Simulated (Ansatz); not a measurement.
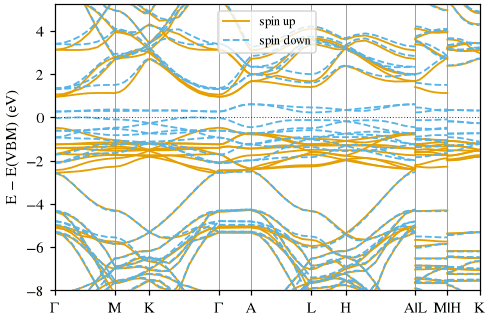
*Band structure from DFT-PBE in the program Ansatz with PAW potentials*

Problem. Read off the gap and where the band edges lie.

Solution. About 0.2 eV (0.23 eV by a search for the band edges); maximum on the Γ–M line, 44 % of the way from Γ, minimum at L.

Problem. Pick the material that matches.
A. CoB3N3, P-62m (Pearson symbol hP14)
B. Ge3N4, P6_3/m (Ge on 6h, N on 2c, N on 6h)
C. GaN, wurtzite
D. SiC, 6H polytype

Solution. A, CoB3N3, P-62m (Pearson symbol hP14)

The start of the workflow was typed in or built on a structure type; neither database checked (COD, Materials Project) lists it. Whether it is the stable phase at ambient conditions was not checked. The PBE relaxation kept the symmetry of its start; whether a distortion lowers the energy is not shown. Spin order of the final state: ferromagnetic, chosen from 2 collinear starts compared on coarse meshes (ties went to the first, and starts can fall back to one state), not a proven ground state. No Hubbard U is applied. Point labels and valley counts follow the cell and symmetry of the run, lower than the named group.

Potentials: the earlier of the program's two PAW sets.
